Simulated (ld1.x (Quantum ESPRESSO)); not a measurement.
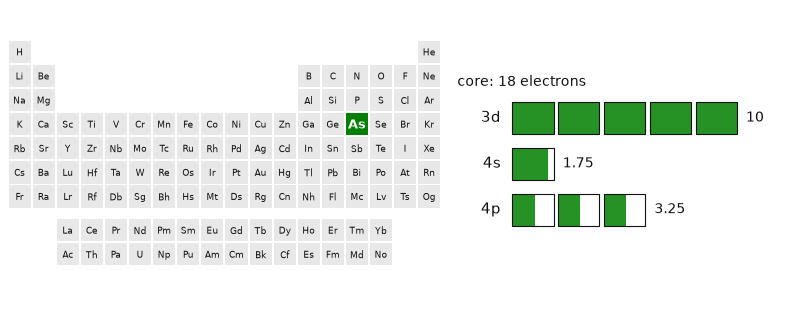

Figure 1. Left, the place of arsenic in the periodic table; right, the valence shells of the reference configuration: a box for each of the 2l + 1 orbitals, shaded by the share of the shell that is filled, with the electron count at the right. The shells are those of the unaltered input.

As: pseudopotential generation

Arsenic (As, Z = 33), core [Ar], reference valence 3d10 4s1.75 4p3.25, valence charge 15. (This line and the method describe the unaltered input from which the odd one was made.) Computed at this level: TM potential, PBEsol, scalar-relativistic, made with ld1.x (Quantum ESPRESSO) 7.5.

### Input
```
 &input
   title='As', zed=33., rel=1, dft='PBESOL', iswitch=3,
   config='[Ar] 3d10 4s1.75 4p3.25',
   nld=3, rlderiv=2.35, eminld=-5.0, emaxld=5.0, deld=0.02
 /
 &inputp
   pseudotype=2, tm=.true., lloc=2,
   nlcc=.false.,
   file_pseudopw='As.UPF', file_wfcaegen='ae.wfc', file_wfcncgen='nc.wfc', file_beta='beta', file_chi='chi'
 /
3
4S  1  0   1.75   0.00  1.70  1.70  0.0
4P  2  1   3.25   0.00  2.15  2.15  0.0
3D  3  2  10.00   0.00  0.80  0.80  0.0
 &test
   configts(1)='4s1.75 4p3.25'
 /
```

Launched with:
```bash
ld1.x < As.in > As.out
```

### Output
```
     Program LD1 v.7.5
     --------------------------- All-electron run ----------------------------

     As
     scalar relativistic calculation

     atomic number is 33.00
     dft =PBESOL   lsd =0 sic =0 latt =0  beta=0.20 tr2=1.0E-14
     Exchange-correlation= PBESOL
                           (   1   4  10   8   0   0   0)
     mesh =1209 r(mesh) =  99.83237 a.u. xmin = -7.00 dx = 0.01250
     1 Ry =  13.60569312 eV, c = 137.03599908

     n l     nl                  e(Ry)          e(Ha)          e(eV)
     1 0     1S 1( 2.00)      -860.7052      -430.3526    -11710.4913
     2 0     2S 1( 2.00)      -109.2180       -54.6090     -1485.9863
     2 1     2P 1( 6.00)       -95.7996       -47.8998     -1303.4202
     3 0     3S 1( 2.00)       -13.9898        -6.9949      -190.3409
     3 1     3P 1( 6.00)        -9.8415        -4.9207      -133.8998
     3 2     3D 1(10.00)        -3.0182        -1.5091       -41.0652
     4 0     4S 1( 1.75)        -1.0826        -0.5413       -14.7300
     4 1     4P 1( 3.25)        -0.3942        -0.1971        -5.3627

     final scf error:  6.1E-15 reached in  38 iterations

     Etot =   -4518.243631 Ry,   -2259.121815 Ha,  -61473.836293 eV

     Ekin =    4604.790555 Ry,    2302.395278 Ha,   62651.367187 eV
     Encl =  -10893.436520 Ry,   -5446.718260 Ha, -148212.754350 eV
     Eh   =    1934.335014 Ry,     967.167507 Ha,   26317.968599 eV
     Exc  =    -163.932679 Ry,     -81.966340 Ha,   -2230.417730 eV

     normalization and overlap integrals

     s(1S/1S) =  1.000000  <r> =   0.0455  <r2> =    0.0028  r(max) =   0.0299
     s(2S/2S) =  1.000000  <r> =   0.2029  <r2> =    0.0485  r(max) =   0.1701
     s(2P/2P) =  1.000000  <r> =   0.1773  <r2> =    0.0385  r(max) =   0.1358
     s(3S/3S) =  1.000000  <r> =   0.5988  <r2> =    0.4132  r(max) =   0.5239
     s(3P/3P) =  1.000000  <r> =   0.6175  <r2> =    0.4482  r(max) =   0.5239
     s(3D/3D) =  1.000000  <r> =   0.6782  <r2> =    0.5819  r(max) =   0.4740
     s(4S/4S) =  1.000000  <r> =   1.9326  <r2> =    4.3050  r(max) =   1.6136
     s(4P/4P) =  1.000000  <r> =   2.5278  <r2> =    7.5771  r(max) =   1.9709

     ------------------------ End of All-electron run ------------------------

     --------------------- Generating NC pseudopotential ---------------------

      Generating local pot.: lloc=2, matching radius rcloc =   0.8000

      Wfc   4S  rcut= 1.696  Using Troullier-Martins method

      Wfc   4P  rcut= 2.124  Using Troullier-Martins method

     ------------------- End of pseudopotential generation -------------------

     --------------------------- All-electron run ----------------------------

     As
     scalar relativistic calculation

     atomic number is 33.00
     dft =PBESOL   lsd =0 sic =0 latt =0  beta=0.20 tr2=1.0E-14
     Exchange-correlation= PBESOL
                           (   1   4  10   8   0   0   0)
     mesh =1209 r(mesh) =  99.83237 a.u. xmin = -7.00 dx = 0.01250
     1 Ry =  13.60569312 eV, c = 137.03599908

     n l     nl                  e(Ry)          e(Ha)          e(eV)
     1 0     1S 1( 2.00)      -860.7052      -430.3526    -11710.4913
     2 0     2S 1( 2.00)      -109.2180       -54.6090     -1485.9863
     2 1     2P 1( 6.00)       -95.7996       -47.8998     -1303.4202
     3 0     3S 1( 2.00)       -13.9898        -6.9949      -190.3409
     3 1     3P 1( 6.00)        -9.8415        -4.9207      -133.8998
     3 2     3D 1(10.00)        -3.0182        -1.5091       -41.0652
     4 0     4S 1( 1.75)        -1.0826        -0.5413       -14.7300
     4 1     4P 1( 3.25)        -0.3942        -0.1971        -5.3627

     final scf error:  6.1E-15 reached in  38 iterations

     Etot =   -4518.243631 Ry,   -2259.121815 Ha,  -61473.836293 eV

     Ekin =    4604.790555 Ry,    2302.395278 Ha,   62651.367187 eV
     Encl =  -10893.436520 Ry,   -5446.718260 Ha, -148212.754350 eV
     Eh   =    1934.335014 Ry,     967.167507 Ha,   26317.968599 eV
     Exc  =    -163.932679 Ry,     -81.966340 Ha,   -2230.417730 eV

     normalization and overlap integrals

     s(1S/1S) =  1.000000  <r> =   0.0455  <r2> =    0.0028  r(max) =   0.0299
     s(2S/2S) =  1.000000  <r> =   0.2029  <r2> =    0.0485  r(max) =   0.1701
     s(2P/2P) =  1.000000  <r> =   0.1773  <r2> =    0.0385  r(max) =   0.1358
     s(3S/3S) =  1.000000  <r> =   0.5988  <r2> =    0.4132  r(max) =   0.5239
     s(3P/3P) =  1.000000  <r> =   0.6175  <r2> =    0.4482  r(max) =   0.5239
     s(3D/3D) =  1.000000  <r> =   0.6782  <r2> =    0.5819  r(max) =   0.4740
     s(4S/4S) =  1.000000  <r> =   1.9326  <r2> =    4.3050  r(max) =   1.6136
     s(4P/4P) =  1.000000  <r> =   2.5278  <r2> =    7.5771  r(max) =   1.9709

     ------------------------ End of All-electron run ------------------------

     Computing logarithmic derivative in   2.36260
     Message from routine run_pseudo:
     Warning: convergence not achieved
     Computing logarithmic derivative in   2.36260
     Computing the partial wave expansion
     R is outside the sphere for l=    0 j= 0.00
     R is outside the sphere for l=    1 j= 0.00
       no projector for channel:   2

     ---------------------- Testing the pseudopotential ----------------------

     As
     scalar relativistic calculation

     atomic number is 33.00   valence charge is  5.00
     dft =PBESOL   lsd =0 sic =0 latt =0  beta=0.20 tr2=1.0E-14
     mesh =1209 r(mesh) =  99.83237 xmin = -7.00 dx = 0.01250

     n l     nl             e AE (Ry)        e PS (Ry)    De AE-PS (Ry)
     1 0     4S   1( 1.75)       -1.08263       -1.08264        0.00001
     2 1     4P   1( 3.25)       -0.39415       -0.39416        0.00000

     eps = 6.1E-12  iter =201

     Etot =   -4518.243631 Ry,   -2259.121815 Ha,  -61473.836293 eV
     Etotps =   -12.136380 Ry,      -6.068190 Ha,    -165.123855 eV

     Ekin =       4.215559 Ry,       2.107779 Ha,      57.355599 eV
     Encl =     -27.122964 Ry,     -13.561482 Ha,    -369.026731 eV
     Ehrt =       9.787109 Ry,       4.893555 Ha,     133.160408 eV
     Ecxc =      -2.757589 Ry,      -1.378794 Ha,     -37.518909 eV
     Epseu=       3.741506 Ry,       1.870753 Ha,      50.905778 eV

     ---------------------- End of pseudopotential test ----------------------
```

### What the run reported

| quantity | value |
| --- | --- |
| outcome | generated |
| hardware | 1 CPU thread, shared host |
| wall time | 0.92 s |

### What is odd here

The input is odd on purpose: 3d left out of the test configuration. The program ran to the end. The all-electron atom is untouched: its total energy equals that from the unaltered input (−4518.2436 Ry). The pseudo-atom's total energy moves by +210 Ry, so the potential, or the configuration in which it is tested, is another one. The pseudo-atom meets the occupied all-electron levels that the test lists within 0.00001 Ry. No test for ghost states or cutoffs was run on this potential, so its soundness isn't shown. Warnings of the program, in the generation or the tests: convergence not achieved.
